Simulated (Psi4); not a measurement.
# InNH2Cl (SMILES [NH2][In][Cl]) at U-wB97M-V/def2-SVP (core potential)

What is the vertical ionisation energy of InNH2Cl at U-wB97M-V/def2-SVP (core potential)? 

The results are computed with Psi4 1.11.

9 further runs of the same task are left out: 6 that didn't finish, 3 set aside as unsound or not needed.

### 1 The molecule

The species is InNH2Cl (5 atoms), meant as a doublet with charge 0. As SMILES, `[NH2][In][Cl]`. Geometry: relaxed at PBE0-D4/def2-TZVP. This is one conformer, not always the lowest.

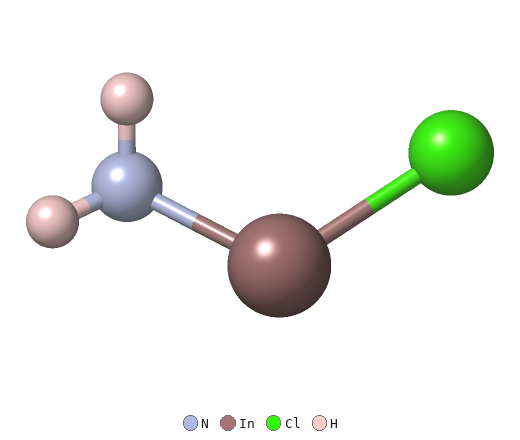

The structure, seen from a chosen angle (nitrogen light blue, indium brown, chlorine green, hydrogen pink).

### 2 The energy at U-wB97M-V/def2-SVP (core potential)

File clh2inn.xyz:

```xyz
5
ClH2InN
N     -0.142600     0.808600    -0.493900
In    -0.411600    -1.217800    -0.153300
Cl     1.391500    -2.211500     1.018700
H     -0.999700     1.283800    -0.756700
H      0.212300     1.263200     0.343800
```

File clh2inn.py:

```python
import psi4

psi4.set_memory(2200000000)
psi4.set_num_threads(1)
psi4.set_output_file('clh2inn.out', False)

with open('clh2inn.xyz') as f:
    atoms = ''.join(f.readlines()[2:])
m = psi4.geometry('0 2\n' + atoms + 'symmetry c1')

psi4.set_options({
    'basis': 'def2-SVP',
    'reference': 'uks',
    'puream': True,
    'e_convergence': 1e-09,
    'd_convergence': 1e-08,
    'scf_type': 'pk',
    'dft_radial_points': 99,
    'dft_spherical_points': 590,
    'maxiter': 100,
})

E = psi4.energy('WB97M-V')
print(f'total energy {E:.8f} hartree = {E * 27.211386:.5f} eV')
```

Started as:

```bash
python clh2inn.py
```

clh2inn.out:

```text
[...]
    !!!  WARNING: ECP capability is in beta. Please check occupations closely.  !!!
[...]
  Running in c1 symmetry.
[...]
  Nuclear repulsion =  154.716518533842446
[...]
  Multiplicity = 2
[...]
  Nalpha       = 24
  Nbeta        = 23
[...]
    Number of basis functions: 68
[...]
   @UKS iter   1:  -705.75451483500399   -1.22479e+00   1.07070e-02 ADIIS/DIIS
[...]
   @UKS iter  16:  -706.02996119868362   -1.13687e-12   3.27599e-09 DIIS
[...]
   @S^2 Observed:                7.575659986E-01
[...]
    Orbital Energies [Eh]
    ---------------------
    Alpha Occupied:
       1A   -101.799589     2A    -14.510952     3A     -9.599240
       4A     -7.309423     5A     -7.303525     6A     -7.303310
       7A     -4.834591     8A     -3.232084     9A     -3.227396
      10A     -3.224021    11A     -0.960061    12A     -0.921204
      13A     -0.893919    14A     -0.891851    15A     -0.891486
      16A     -0.879346    17A     -0.859089    18A     -0.576214
      19A     -0.528902    20A     -0.439889    21A     -0.395966
      22A     -0.391138    23A     -0.374638    24A     -0.304581
    Alpha Virtual:
      25A      0.011188    26A      0.073659    27A      0.076455
[...]
  @UKS Final Energy:  -706.02996119868362
   => Energetics <=
    Nuclear Repulsion Energy =            154.7165185338424465
    One-Electron Energy =               -1354.7848587178714297
    Two-Electron Energy =                 532.6598279315527407
    DFT Exchange-Correlation Energy =     -38.8085287108284547
    Empirical Dispersion Energy =           0.0000000000000000
    VV10 Nonlocal Energy =                  0.1870797646210745
    Total Energy =                       -706.0299611986836226
[...]
 Multipole Moments:
 ------------------------------------------------------------------------------------
     Multipole            Electronic (a.u.)      Nuclear  (a.u.)        Total (a.u.)
 ------------------------------------------------------------------------------------
 L = 1.  Multiply by 2.5417464519 to convert [e a0] to [Debye]
 Dipole X            :        -26.8882659           25.7573826           -1.1308833
 Dipole Y            :         -4.4462373            5.0215680            0.5753307
 Dipole Z            :        -13.8301530           13.6131492           -0.2170038
 Magnitude           :                                                    1.2872424
[...]
```

Standard output:

```text
total energy -706.02996120 hartree = -19212.05380 eV
```

Wall time 3.1 min (1 thread of Intel Xeon at 2.50GHz (Skylake/Cascade Lake), shared host); peak memory 1.4 GiB.

### 3 The singlet cation

File input.in:

```
memory 2200 mb

molecule molecule1 {
  1 1
  N
  In 1 R2
  Cl 2 R3 1 A3
  H 1 R4 2 A4 3 D4
  H 1 R5 4 A5 2 D5

  R2 = 2.072358
  R3 = 2.369007
  A3 = 113.1207
  R4 = 1.014642
  A4 = 113.009
  D4 = -164.07964
  R5 = 1.017033
  A5 = 107.38364
  D5 = -121.86895
  symmetry c1
  no_reorient
  no_com
}

set {
  basis                def2-SVP
  puream               true
  e_convergence        1e-09
  d_convergence        1e-08
  scf_type             pk
  dft_radial_points    99
  dft_spherical_points 590
}

e_tot, wfn = energy('wb97m-v', return_wfn=True)
print_variables()
```

Started as:

```bash
psi4 -n 1 input.in input.out
```

input.out:

```text
[...]
    !!!  WARNING: ECP capability is in beta. Please check occupations closely.  !!!
[...]
  Running in c1 symmetry.
[...]
  Nuclear repulsion =  154.716506523154180
[...]
  Multiplicity = 1
[...]
  Nalpha       = 23
  Nbeta        = 23
[...]
    Number of basis functions: 68
[...]
   @RKS iter   1:  -705.42447932688719   -8.77779e-01   1.01562e-02 ADIIS/DIIS
[...]
   @RKS iter  15:  -705.71968213139144   -8.18545e-12   7.79733e-09 DIIS
[...]
    Orbital Energies [Eh]
    ---------------------
    Doubly Occupied:
       1A   -102.035019     2A    -14.752208     3A     -9.832687
       4A     -7.544135     5A     -7.535881     6A     -7.535638
       7A     -5.106247     8A     -3.502749     9A     -3.501125
      10A     -3.494529    11A     -1.198243    12A     -1.174708
      13A     -1.164482    14A     -1.163157    15A     -1.158913
      16A     -1.131488    17A     -1.091922    18A     -0.794849
      19A     -0.745526    20A     -0.651111    21A     -0.605545
      22A     -0.601650    23A     -0.582619
[...]
  @RKS Final Energy:  -705.71968213139144
   => Energetics <=
    Nuclear Repulsion Energy =            154.7165065231541803
    One-Electron Energy =               -1343.2968254235543100
    Two-Electron Energy =                 521.3326972174561433
    DFT Exchange-Correlation Energy =     -38.6569440629554180
    Empirical Dispersion Energy =           0.0000000000000000
    VV10 Nonlocal Energy =                  0.1848836145078630
    Total Energy =                       -705.7196821313914370
[...]
 Multipole Moments:
 ------------------------------------------------------------------------------------
     Multipole            Electronic (a.u.)      Nuclear  (a.u.)        Total (a.u.)
 ------------------------------------------------------------------------------------
 L = 1.  Multiply by 2.5417464519 to convert [e a0] to [Debye]
 Dipole X            :         -0.8411182            1.2383142            0.3971960
 Dipole Y            :         30.6253309          -28.9179590            1.7073719
 Dipole Z            :          5.4793088           -6.0162438           -0.5369350
 Magnitude           :                                                    1.8333529
[...]
```

Wall time 2.6 min (1 thread of Intel Xeon at 2.50GHz (Skylake/Cascade Lake), shared host); peak memory 1.4 GiB.

### 4 Results

At U-wB97M-V/def2-SVP (core potential):

| quantity | value |
| --- | --- |
| doublet InNH2Cl: total energy | -706.02996 Eh |
| doublet InNH2Cl: dipole moment | 3.27 D |
| doublet InNH2Cl: HOMO energy (highest over α and β) | -8.29 eV |
| doublet InNH2Cl: LUMO energy (lowest over α and β) | -1.83 eV |
| doublet InNH2Cl: ⟨S²⟩ | 0.758 |
| singlet cation: total energy | -705.71968 Eh |
| singlet cation: HOMO energy | -15.85 eV |
| singlet cation: LUMO energy | -8.62 eV |
| singlet cation: HOMO–LUMO gap | 7.24 eV |
| vertical ionisation energy (to the singlet cation) | 8.443 eV |

What this shows: The vertical ionisation energy comes to 8.44 eV (815 kJ/mol). Only the singlet of the ionised species was computed; a triplet could lie lower.
